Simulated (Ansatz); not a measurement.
## Profile along the Ti–Ti line in Ti (hcp, Mg type)

Ti (hcp, Mg type)

```cif
data_Ti2
_chemical_formula_sum 'Ti2'
_space_group_name_H-M_alt 'P 1'
_space_group_IT_number 1
_cell_length_a 2.93588
_cell_length_b 2.93588
_cell_length_c 4.63656
_cell_angle_alpha 90.000
_cell_angle_beta 90.000
_cell_angle_gamma 120.000
loop_
_space_group_symop_operation_xyz
  'x, y, z'
loop_
_atom_site_label
_atom_site_type_symbol
_atom_site_fract_x
_atom_site_fract_y
_atom_site_fract_z
_atom_site_occupancy
Ti1 Ti 0.33333 0.66667 0.75000 1
Ti2 Ti 0.66667 0.33333 0.25000 1
```

Fields along a shortest Ti–Ti line of a (1 -1 0 0) plane (2.94 Å), from Ti to Ti, interpolated on the slice's grid (step about 0.2 Å). Computed with r2SCAN (plane waves to 500 eV, PAW, scalar-relativistic; Ansatz, an electronic-structure program). k mesh 18×18×10. These are valence fields of a PAW run, semicore shells included where kept as valence: close to a nucleus they are smooth pseudo fields. Ti is run without spin polarisation. Ti was relaxed with its symmetry unable to fall.

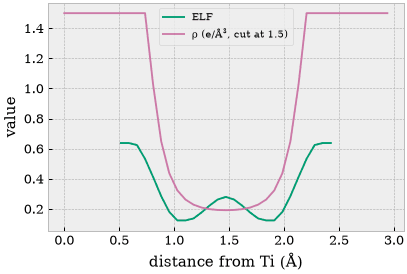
Figure. ELF (away from the nuclei) and valence density from Ti to Ti.

Density on the Ti–Ti line (2.94 Å) at its midpoint: 0.19 e/Å³. ELF at that point: 0.28.
